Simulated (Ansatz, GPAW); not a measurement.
# How TaCuP2 (model structure) absorbs and reflects light, part 2 of 2

Aim: the dielectric function of TaCuP2 (model structure), and the optical constants that follow from it. The structure is a model built here, which may or may not match a known phase. It was built so: All N replaced by P in the R-3m structure of TaCuN2. The cell is first relaxed with Ansatz.

GPAW 26.7.0; DFT, PBE, plane-wave PAW (GPAW data sets), scalar-relativistic, RPA, optical limit.

So far: Starting point; Relaxation.

**3. Ground state**

First the ground state: is it a metal or has it a gap?

This step: DFT, PBE, plane-wave PAW (GPAW data sets), scalar-relativistic, ground state (GPAW 26.7.0).

gs.py

```python
from ase import Atoms
from ase.dft.bandgap import bandgap
from gpaw import GPAW, PW, FermiDirac

atoms = Atoms(['Ta', 'Cu', 'P', 'P'],
              cell=[[1.607793327098, 0.928259910201, 7.831980853900],
                    [-1.607793327098, 0.928259910201, 7.831980853900],
                    [0.000000000000, -1.856519820402, 7.831980853900]],
              scaled_positions=[[0.500000000000, 0.500000000000, 0.500000000000],
                                [0.000000000000, 0.000000000000, 0.000000000000],
                                [0.905827552900, 0.905827552900, 0.905827552900],
                                [0.094172447100, 0.094172447100, 0.094172447100]],
              pbc=[True, True, True])
atoms.calc = GPAW(mode=PW(500), xc='PBE', kpts={'size': (8, 8, 8), 'gamma': True},
                  occupations=FermiDirac(0.05), maxiter=150, txt='gs.txt')
print('energy (eV)', atoms.get_potential_energy())
print('Fermi level (eV)', atoms.calc.get_fermi_level())
print('valence electrons', atoms.calc.get_number_of_electrons())
print('gap (eV)', bandgap(atoms.calc, output=None)[0])
print('direct gap (eV)', bandgap(atoms.calc, direct=True, output=None)[0])
atoms.calc.write('gs.gpw')
```

Started as:

```bash
OMP_NUM_THREADS=1 python gs.py
```

Numbers of over 12 decimals in the logs are rounded to 6 here.

The log of the run:

```text
__  _  _
 | _ |_)|_||  |
 |__||  | ||/\| - 26.7.0

Versions:
  Python: 3.12.14
  ASE:    3.29.0
  Numpy:  2.5.5
  Scipy:  1.18.1
  Libxc:  7.0.0

Input parameters:
  mode=PW(ecut=500.0),
  kpts=MonkhorstPack(size=(8, 8, 8), gamma=True),
  maxiter=150,
  occupations=Occupations(name='fermi-dirac', width=0.05, fixmagmom=False),
  xc=XC(name='PBE')

Diagonalizing LCAO Hamiltonian
Converting LCAO to pw mode

       P

       Ta

       P

       Cu

Atoms  # Å, Bohr magnetons
|   | symbol |         x |         y |         z |    initial magnetic moments |
| 0 |     Ta |  0.000000 |  0.000000 | 11.747971 | ( 0.0000,  0.0000,  0.0000) |
| 1 |     Cu |  0.000000 |  0.000000 |  0.000000 | ( 0.0000,  0.0000,  0.0000) |
| 2 |      P |  0.000000 | -0.000000 | 21.283272 | ( 0.0000,  0.0000,  0.0000) |
| 3 |      P | -0.000000 | -0.000000 |  2.212670 | ( 0.0000,  0.0000,  0.0000) |

Unit cell  # Å
| periodic |         x |         y |        z |  lengths |    angles |
|      yes |  1.607793 |  0.928260 | 7.831981 | 8.049012 | 23.044727 |
|      yes | -1.607793 |  0.928260 | 7.831981 | 8.049012 | 23.044727 |
|      yes |  0.000000 | -1.856520 | 7.831981 | 8.049012 | 23.044727 |

Number of symmetries: 12
Symmetry operations  # r_c * U_cc + t_c -> r_c
|    | kind |            matrix            |
|  0 |  E   |  1, 0, 0,  0, 1, 0,  0, 0, 1 |
|  1 |  σ   |  1, 0, 0,  0, 0, 1,  0, 1, 0 |
|  2 |  σ   |  0, 1, 0,  1, 0, 0,  0, 0, 1 |
|  3 |  C3  |  0, 1, 0,  0, 0, 1,  1, 0, 0 |
|  4 |  C3  |  0, 0, 1,  1, 0, 0,  0, 1, 0 |
|  5 |  σ   |  0, 0, 1,  0, 1, 0,  1, 0, 0 |
|  6 |  C2  |  0, 0,-1,  0,-1, 0, -1, 0, 0 |
|  7 |  S6  |  0, 0,-1, -1, 0, 0,  0,-1, 0 |
|  8 |  S6  |  0,-1, 0,  0, 0,-1, -1, 0, 0 |
|  9 |  C2  |  0,-1, 0, -1, 0, 0,  0, 0,-1 |
| 10 |  C2  | -1, 0, 0,  0, 0,-1,  0,-1, 0 |
| 11 |  i   | -1, 0, 0,  0,-1, 0,  0, 0,-1 |

BZ-sampling:
  Number of BZ points: 512
  Number of IBZ points: 65

  Monkhorst-Pack size: [8, 8, 8]
  Monkhorst-Pack shift: [0.0625, 0.0625, 0.0625]

K-points  # in reciprocal-cell coordinates
|     |                                coordinates |     weight |
|   0 | (  0.00000000,   0.00000000,   0.00000000) | 0.00195312 |
|   1 | (  0.12500000,   0.00000000,  -0.12500000) | 0.01171875 |
|   2 | (  0.12500000,   0.00000000,   0.00000000) | 0.01171875 |
|   3 | (  0.12500000,   0.12500000,  -0.12500000) | 0.01171875 |
|   4 | (  0.12500000,   0.12500000,   0.00000000) | 0.01171875 |
|   5 | (  0.12500000,   0.12500000,   0.12500000) | 0.00390625 |
|   6 | (  0.25000000,  -0.12500000,  -0.12500000) | 0.01171875 |
|   7 | (  0.25000000,   0.00000000,  -0.25000000) | 0.01171875 |
|   8 | (  0.25000000,   0.00000000,  -0.12500000) | 0.02343750 |
|   9 | (  0.25000000,   0.00000000,   0.00000000) | 0.01171875 |
| ... |                                            |            |
|  64 | (  0.50000000,   0.50000000,   0.50000000) | 0.00195312 |

Plane wave coefficients: 1798
Cutoff: 500.0 eV

Spin-components: 1 (collinear spins)
Bands:           25
Projectors:      22
Spin-degeneracy: 2
Datatype:        complex128

Parallelization:
  kpt:    1
  domain: 1
  band:   1

Density:
  Valence electrons: 34.0
  Components: 1
  Grid points: [42 42 42]
  Charge: 0.0  # |e|

Potential:
  Grid points: [42 42 42]

species:
  Ta:
    name:    Tantalum
    id:
    Z:       73.0
    valence: 13
    core:    60
    charge:  0.0  # [|e|]
    compensation charges:
      type: gauss
      rc: 0.42  # [Å]
      lmax: 2
    cutoffs:
      filter: 2.36  # [Å]
      core: 3.45  # [Å]
    projectors
    | kind |    occ | energy [eV] | rcut [Å] |
    |   5s |  2.000 |     -72.790 |    1.365 |
    |   6s |  2.000 |      -5.429 |    1.365 |
    |   5p |  6.000 |     -39.427 |    1.349 |
    |   6p |  0.000 |      -1.396 |    1.349 |
    |   5d |  3.000 |      -3.603 |    1.307 |
    |    d |        |      23.609 |    1.307 |

    Using partial waves for Ta as LCAO basis

  Cu:
    name:    Copper
    id:
    Z:       29.0
    valence: 11
    core:    18
    charge:  0.0  # [|e|]
    compensation charges:
      type: gauss
      rc: 0.33  # [Å]
      lmax: 2
    cutoffs:
      filter: 2.06  # [Å]
      core: 2.43  # [Å]
    projectors
    | kind |    occ | energy [eV] | rcut [Å] |
    |   4s |  1.000 |      -4.609 |    1.164 |
    |   4p |  0.000 |      -0.698 |    1.164 |
    |   3d | 10.000 |      -5.039 |    1.058 |
    |    s |        |      22.603 |    1.164 |
    |    p |        |      26.513 |    1.164 |
    |    d |        |      22.172 |    1.058 |

    Using partial waves for Cu as LCAO basis

  P:
    name:    Phosphorus
    id:
    Z:       15.0
    valence: 5
    core:    10
    charge:  0.0  # [|e|]
    compensation charges:
      type: gauss
      rc: 0.30  # [Å]
      lmax: 2
    cutoffs:
      filter: 1.69  # [Å]
      core: 1.81  # [Å]
    projectors
    | kind |    occ | energy [eV] | rcut [Å] |
    |   3s |  2.000 |     -13.968 |    0.953 |
    |   3p |  3.000 |      -5.506 |    0.953 |
    |    s |        |      13.244 |    0.953 |
    |    p |        |      21.705 |    0.953 |
    |    d |        |       0.000 |    0.953 |

    Using partial waves for P as LCAO basis

Reference energy: -487799.720559  # eV

eigensolver:
  PPCG
  Converge bands: occupied
  niter=2

density mixing:
  MSR1-Mixer
  Pratt-step length: 0.05
  Maximum mixing coefficient: 0.75
  Old densities: 10
  SVD Regularization: 0.005
  Good broyden scale: 1.0
  Trust region scale: 1.0
  Backstep threshold: 4.0
  History deletion threshold: 6.0
  Fourier metric: weight=20.0, sigma=0.015

occupation numbers:
  Fermi-Dirac:
    width: 0.0500  # eV

poisson solver:
  ecut: 4000.0  # eV

xc functional:
  name: PBE with 2 nearest neighbor stencil

convergence criteria:
- Maximum [total energy] change in last 3 cyles: 0.0005 eV / valence electron
- Maximum integral of absolute [dens]ity change: 0.0001 electrons / valence electron
- Maximum integral of absolute [eigenst]ate change: 4e-08 eV^2 / valence electron
maximum number of iterations: 150

SCF iterations
|iter     |      energy | eigst |  dens |
|iter:   1||  -28.672154 | +0.50 |       |
|iter:   2||  -25.553659 | -0.77 | -0.82 |
|iter:   3||  -25.417917 | -2.62 | -1.26 |
|iter:   4||  -25.240223 | -1.71 | -1.30 |
|iter:   5||  -25.201468 | -2.75 | -1.45 |
|iter:   6||  -25.162753 | -2.73 | -1.55 |
|iter:   7||  -25.159639 | -3.21 | -1.82 |
|iter:   8||  -25.158628c| -3.59 | -2.30 |
|iter:   9||  -25.158664c| -4.91 | -2.79 |
|iter:  10||  -25.158729c| -5.25 | -3.01 |
|iter:  11||  -25.158725c| -6.15 | -3.46 |
|iter:  12||  -25.158726c| -6.33 | -3.93 |
|iter:  13||  -25.158726c| -7.64c| -4.45c|

Converged in 13 steps
SCF loop duration: 298.018 s (22.924 s/step)
Energy contributions relative to reference atoms: (reference = -487799.720559)

Energy contributions:
  Kinetic:          10.633371
  Coulomb:         -13.605952
  Zero:             -0.227251
  External:          0.000000
  Xc:              -21.953099
  Entropy:          -0.011591
  Spinorbit:         0.000000
  ----------------------------
  Free energy:     -25.164521
  Extrapolated:    -25.158726

dipole moment: (0.000000, -0.000000, -50.990864)  # |e|*Ang

Fermi level: 7.618
Eigenvalues  # (at kpt = [0.000, 0.000, 0.000])
| band index |      eig [eV] | occ [0-2] |
|          0 |       -59.990 |     2.000 |
|        ... |               |           |
|          8 |         5.008 |     2.000 |
|          9 |         5.008 |     2.000 |
|         10 |         5.061 |     2.000 |
|         11 |         5.235 |     2.000 |
|         12 |         5.235 |     2.000 |
|         13 |         5.546 |     2.000 |
|         14 |         6.070 |     2.000 |
|         15 |         6.070 |     2.000 |
|         16 |         8.795 |     0.000 |
|         17 |         8.795 |     0.000 |
|         18 |         9.830 |     0.000 |
|         19 |         9.830 |     0.000 |
|         20 |        11.659 |     0.000 |
|         21 |        13.175 |     0.000 |
|         22 |        13.175 |     0.000 |
|         23 |        13.989 |     0.000 |
|         24 |        16.828 |     0.000 |

No gap
No difference between direct/indirect transitions

--- standard output ---
energy (eV) -25.158726
Fermi level (eV) 7.617752
valence electrons 34.0
gap (eV) 0.0
direct gap (eV) 0.0
```

Wall time 5.2 min (1 thread of Arm Neoverse V1, shared host); peak memory 0.35 GiB.

Numbers from this step:

* energy: -25.16 eV
* Fermi energy: 7.618 eV
* electrons: 34

There are states at the Fermi level within the smearing, so the occupations stay smeared and the carriers get a Drude term.

**4. Bands for the response**

At the fixed density, many empty bands are solved on the mesh of the response, since the spectrum sums over them.

This step: DFT, PBE, plane-wave PAW (GPAW data sets), scalar-relativistic, bands at fixed density (GPAW 26.7.0).

nscf.py

```python
from ase.dft.bandgap import bandgap
from gpaw import GPAW, FermiDirac

calc = GPAW('gs.gpw').fixed_density(kpts={'size': (11, 11, 11), 'gamma': True}, nbands=58, convergence={'bands': 52},
                                    occupations=FermiDirac(0.05), txt='nscf.txt')
print('gap (eV)', bandgap(calc, output=None)[0])
print('direct gap (eV)', bandgap(calc, direct=True, output=None)[0])
print('top band over the Fermi level (eV)', min(calc.get_eigenvalues(kpt=k)[51] for k in range(len(calc.get_ibz_k_points()))) - calc.get_fermi_level())
calc.write('full.gpw', mode='all')
```

Started as:

```bash
OMP_NUM_THREADS=1 python nscf.py
```

The log of the run:

```text
Diagonalizing LCAO Hamiltonian
Converting LCAO to pw mode
convergence criteria:
- Maximum integral of absolute [eigenst]ate change: 4e-08 eV^2 / valence electron
maximum number of iterations: 150

SCF iterations
|iter     |      energy | eigst |  dens |
|iter:   1||             | +3.34 |       |
|iter:   2||             | +2.14 |       |
|iter:   3||             | +1.06 |       |
|iter:   4||             | -0.15 |       |
|iter:   5||             | -1.05 |       |
|iter:   6||             | -2.08 |       |
|iter:   7||             | -2.93 |       |
|iter:   8||             | -3.94 |       |
|iter:   9||             | -4.77 |       |
|iter:  10||             | -5.75 |       |
|iter:  11||             | -6.55 |       |
|iter:  12||             | -7.27 |       |
|iter:  13||             | -7.77c|       |
SCF steps: 13
  __  _  _
 | _ |_)|_||  |
 |__||  | ||/\| - 26.7.0

Versions:
  Python: 3.12.14
  ASE:    3.29.0
  Numpy:  2.5.5
  Scipy:  1.18.1
  Libxc:  7.0.0

Input parameters:
  mode=PW(ecut=500.0),
  convergence={'bands': 52},
  gpts=array([42, 42, 42]),
  kpts=MonkhorstPack(size=(11, 11, 11), gamma=True),
  maxiter=150,
  nbands=58,
  occupations=Occupations(name='fermi-dirac', width=0.05, fixmagmom=False),
  parallel={},
  xc=XC(name='PBE')

--- standard output ---
gap (eV) 0.0
direct gap (eV) 0.0
top band over the Fermi level (eV) 27.062620
```

The job ended after 22 min (1 thread; peak memory 0.6 GiB).

**5. Dielectric function, RPA**

Local fields let the induced charge screen the field inside the cell, which as a rule lowers ε, most along directions where the density is uneven.

This step: DFT, PBE, plane-wave PAW (GPAW data sets), scalar-relativistic, RPA, optical limit (GPAW 26.7.0).

df.py

```python
from gpaw.response.df import DielectricFunction

df = DielectricFunction('full.gpw', frequencies={'type': 'nonlinear', 'domega0': 0.03, 'omega2': 8},
                        ecut=60,
                        eta=0.1,
                        nbands=52,
                        rate=0.1,
                        txt='df.txt')
for direction in ['x', 'z']:
    df.get_dielectric_function(xc='RPA', direction=direction, filename=f'df_{direction}.csv')
```

Started as:

```bash
OMP_NUM_THREADS=1 python df.py
```

The log of the run:

```text
Using integrator: PointIntegrator
NonLinearFrequencyDescriptor(from 0.000 to 97.120 eV, 538 points)
Nonperiodic BCs:  [False False False]
Using integrator: PointIntegrator
NonLinearFrequencyDescriptor(from 0.000 to 97.120 eV, 538 points)
Nonperiodic BCs:  [False False False]
Using integrator: PointIntegrator

Calculating chi0 body with:
    Ground state adapter containing:
    Number of spins: 1
    Number of kpoints: 1331
    Number of irreducible kpoints: 146
    Number of completely occupied states: 15
    Number of partially occupied states: 18

    Linear response parametrization:
    q_c: [0.0, 0.0, 0.0]
    Number of frequency points: 538
    Planewave cutoff: 60.0
    Number of bands: 52
    Number of planewaves: 63
    Broadening (eta): 0.1

Integrating chi0 body.

Symmetries of q_c:
    Direct symmetries (Uq -> q): 12
    Indirect symmetries (TUq -> q): 0
In total 12 allowed symmetries.

146 groups of equivalent kpoints. 89.030804% reduction.

Integral kind: spectral function

Calculating chi0 optical extensions with:
    Ground state adapter containing:
    Number of spins: 1
    Number of kpoints: 1331
    Number of irreducible kpoints: 146
    Number of completely occupied states: 15
    Number of partially occupied states: 18

    Linear response parametrization:
    Number of frequency points: 538
    Planewave cutoff: 60.0
    Number of bands: 52
    Number of planewaves: 63
    Broadening (eta): 0.1
Integrating chi0 head and wings.

Symmetries of q_c:
    Direct symmetries (Uq -> q): 12
    Indirect symmetries (TUq -> q): 0
In total 12 allowed symmetries.

146 groups of equivalent kpoints. 89.030804% reduction.

Integral kind: spectral function wings

Calculating drude chi0 with:
    Number of frequency points:538
    Plasma frequency decay rate: 0.1 eV

    Ground state adapter containing:
    Number of spins: 1
    Number of kpoints: 1331
    Number of irreducible kpoints: 146
    Number of completely occupied states: 15
    Number of partially occupied states: 18

Symmetries of q_c:
    Direct symmetries (Uq -> q): 12
    Indirect symmetries (TUq -> q): 0
In total 12 allowed symmetries.

146 groups of equivalent kpoints. 89.030804% reduction.

Integral kind: intraband
Plasma frequency:
[[3.26-0.j 0.  -0.j 0.  +0.j]
 [0.  -0.j 3.26-0.j 0.  +0.j]
 [0.  +0.j 0.  +0.j 2.44+0.j]]
```

Elapsed: 5.8 min, on 1 thread; peak memory 0.5 GiB.

The Im ε has structure finer than the step of the table below, so its rows give means over 2 eV, whole bins alone (the curve runs from 0.305 to 21.9 eV). Peaks (eV: height): E ∥ x 1.5: 33.2; E ∥ z 3.0: 15.3.

Sum at mesh points, not converged in k. The Im ε by photon energy; means over each step:

```tsv
photon energy (eV)	E ∥ x	E ∥ z
2	20.8	9.88
4	8.83	11.6
6	6.15	8.31
8	4.26	5.99
10	2.49	2.47
12	1.59	1.39
14	1.12	0.892
16	0.731	0.578
18	0.546	0.538
20	0.358	0.336
```

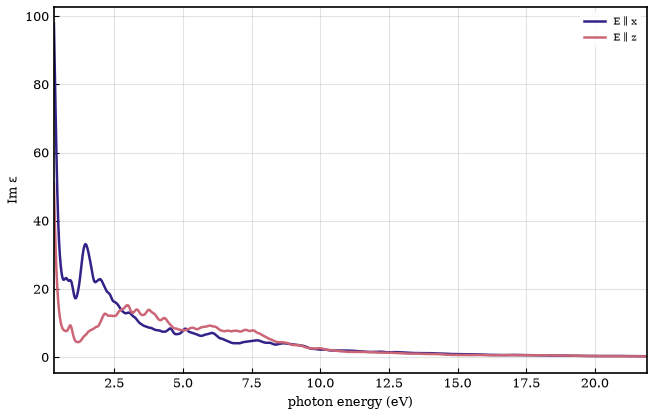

Im ε against photon energy.

Values under 1 per cm are given as 1; sum at mesh points, not converged in k. Table of absorption coefficient by photon energy:

```tsv
photon energy (eV)	E ∥ x (1/cm)	E ∥ z (1/cm)
1.99	6.4e5	2.5e5
3.98	8.6e5	9.5e5
6.02	1.2e6	1.3e6
8.03	1.4e6	1.9e6
10.03	1.5e6	1.7e6
12.02	1.4e6	1.5e6
14.04	1.4e6	1.4e6
16.03	1.2e6	1.2e6
18.05	1.1e6	1.0e6
20.06	7.0e5	7.8e5
```

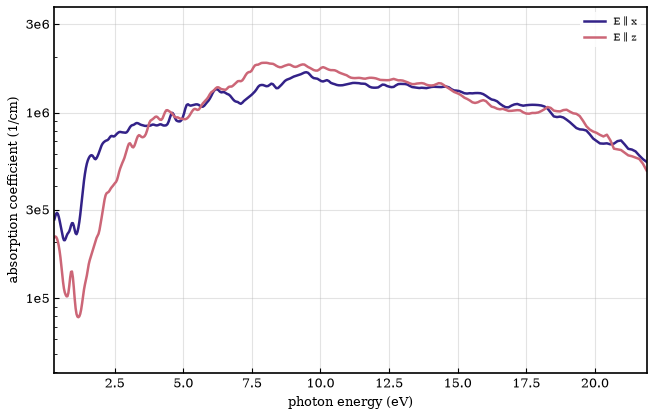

Absorption coefficient, plotted against photon energy.

The Im ε, E ∥ x has structure finer than the step of the table below, so its rows give means over 2 eV, whole bins alone (the curve runs from 0.305 to 21.9 eV). Peaks (eV: height): without local fields 1.5: 35.6; with local fields 1.5: 33.2.

Sum at mesh points, not converged in k. The Im ε, E ∥ x by photon energy; means over each step:

```tsv
photon energy (eV)	without local fields	with local fields
2	21.8	20.8
4	8.74	8.83
6	6.33	6.15
8	4.54	4.26
10	2.99	2.49
12	1.82	1.59
14	1.18	1.12
16	0.628	0.731
18	0.389	0.546
20	0.237	0.358
```

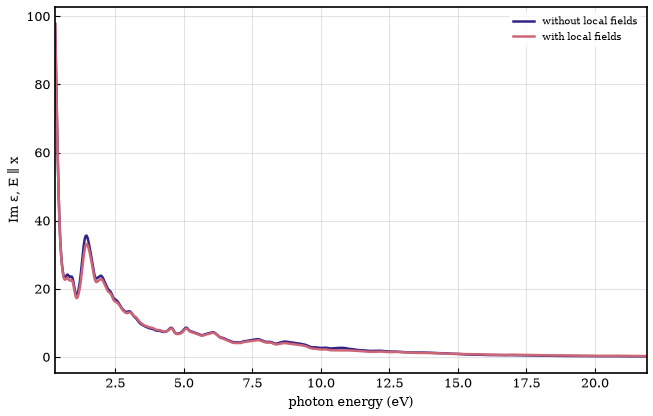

Im ε, E ∥ x, plotted against photon energy.

The loss function −Im 1/ε at q → 0 has structure finer than the step of the table below, so its rows give means over 2 eV, whole bins alone (the curve runs from 0.305 to 21.9 eV). Peaks (eV: height): E ∥ x 19.8: 2.78; E ∥ z 20.6: 3.49.

Sum at mesh points, not converged in k. Table of loss function −Im 1/ε at q → 0 by energy loss; means over each step:

```tsv
energy loss (eV)	E ∥ x	E ∥ z
2	0.0474	0.0389
4	0.116	0.0848
6	0.158	0.119
8	0.218	0.135
10	0.298	0.213
12	0.488	0.398
14	0.701	0.640
16	1.18	1.36
18	1.80	1.82
20	2.53	2.92
```

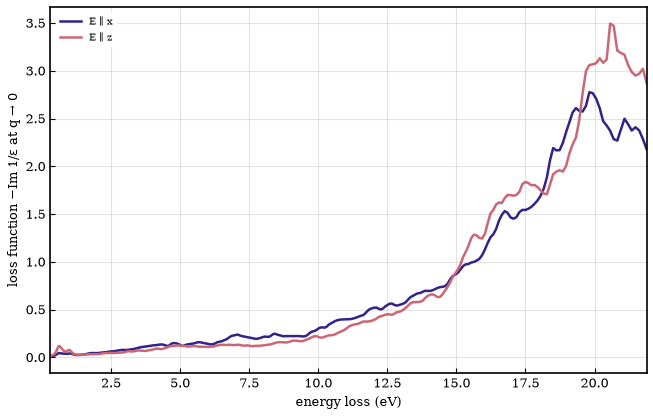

Loss function −Im 1/ε at q → 0, plotted against energy loss.

The reflectivity at normal incidence has structure finer than the step of the table below, so its rows give means over 2 eV, whole bins alone (the curve runs from 0.305 to 21.9 eV). Peaks (eV: height): E ∥ x 1.5: 58.2, 6.2: 44.2, 9.5: 46.5; E ∥ z 3.0: 44.0, 9.5: 53.4, 14.5: 44.8, 19.6: 27.4.

Sum at mesh points, not converged in k. Reflectivity at normal incidence against photon energy; means over each step:

```tsv
photon energy (eV)	E ∥ x (%)	E ∥ z (%)
2	52.7	38.3
4	42.0	41.3
6	39.8	38.2
8	35.9	47.6
10	41.2	51.2
12	34.5	44.4
14	32.6	42.2
16	29.5	32.8
18	24.5	23.4
20	17.4	23.1
```

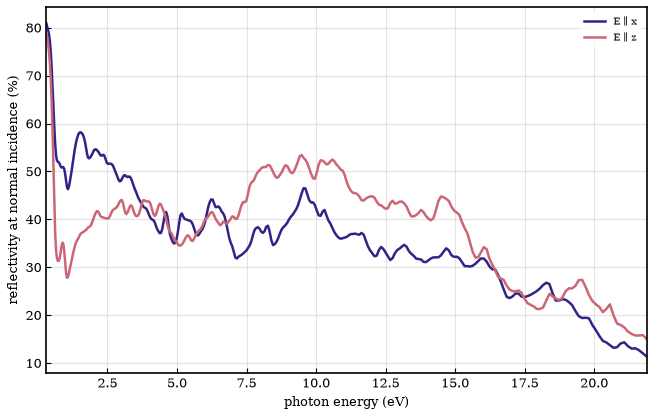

Reflectivity at normal incidence, plotted against photon energy.

Optical constants at common wavelengths, from n + ik = √ε:

```tsv
wavelength (nm)	n x	k x	R (%) x	1/α x	n z	k z	R (%) z	1/α z
1064	4.71	1.990	48.5	43 nm	3.29	0.670	30.2	126 nm
633	3.61	3.159	53.8	16 nm	4.01	1.198	39.6	42 nm
532	2.97	3.122	53.4	14 nm	3.74	1.624	40.4	26 nm
405	2.41	2.692	48.9	12 nm	3.27	2.200	43.3	15 nm
308	1.90	2.090	40.5	12 nm	2.59	2.333	43.5	11 nm
248	2.04	1.893	36.4	10 nm	2.17	1.824	35.1	11 nm
193	1.36	1.977	42.6	7.8 nm	1.89	2.050	39.8	7.5 nm
```

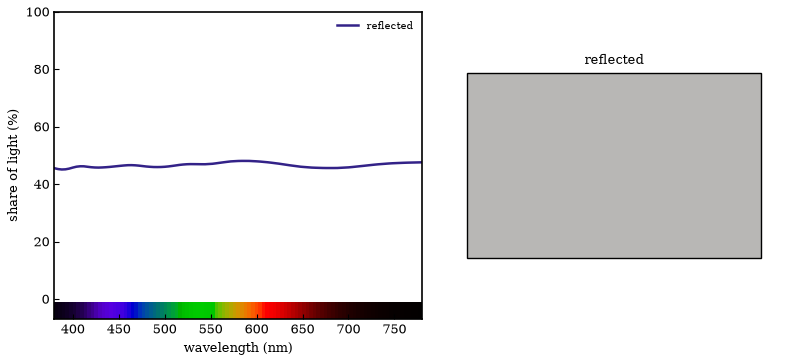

Light reflected across the visible range, with the colour that it makes of daylight (sRGB).

A polished face would reflect 47 % of daylight and look light grey (CIE x = 0.315, y = 0.332 under D65).

**6. Results**

In words: At this level (PBE, RPA) TaCuP2 is a metal. The mesh is too coarse to trust the carriers' weight, the reflectivity or the colour to better than tens of per cent. The cell shrank by 5.9 % in volume. A polished face would reflect 47 % of daylight and look light grey (CIE x = 0.315, y = 0.332 under D65). The carriers' damping of 0.1 eV is typed, not computed; it shapes the response at the lowest energies. Spin-orbit coupling is left out although heavy atoms are present. In this version of GPAW the matrix elements of the optical limit are incomplete, which can lower ε − 1 by up to a tenth where first-row anions or d states rule, and shift it by more in d metals. GPAW's carrier term has the form −ωp²/(ω + i·rate)², which damps like twice the rate and fails at low energy, so the curves leave the lowest energies out. The sum runs over mesh points 0.21 Å⁻¹ apart with no interpolation, so peaks are partly noise of the mesh, and the Drude plasma energy, a sum over the Fermi surface, isn't converged.

[Machine, clock and banner lines and Python warnings are left out of the logs.]

[Logs are printed without paths, hosts, clocks, repeated set-up lines and the standing remarks that a program may print on its own settings, such as how far it seeks lower states.]

[Hosts, paths, dates, database ids (printed as entryN), source tags and the programs' standing remarks are cut or masked in the printed files.]
